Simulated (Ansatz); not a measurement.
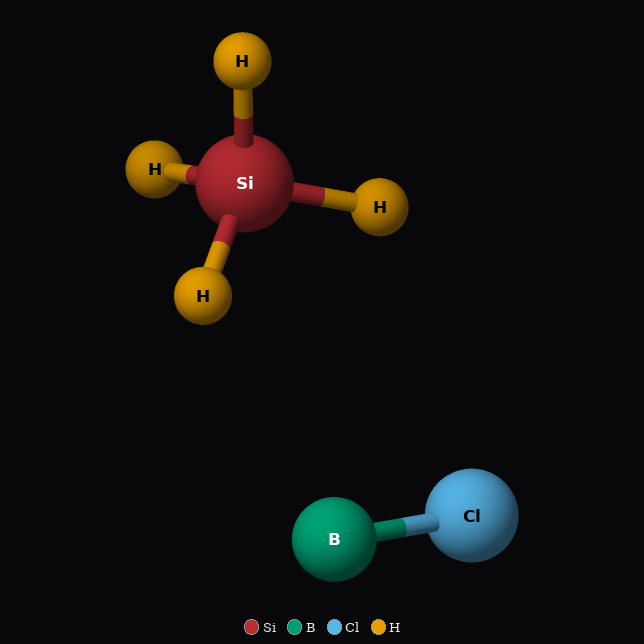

The geometry was computed by an optimisation with PBE-D4/def2-SVP. No frequency run is at hand to confirm it as a minimum. Method: RKS PBE-D4/def2-SVP (Ansatz 0.2.0).

Predict the main results.

The species is BClH4Si.
- dipole moment: 1.71 D
- dispersion correction: −10.5 kJ/mol
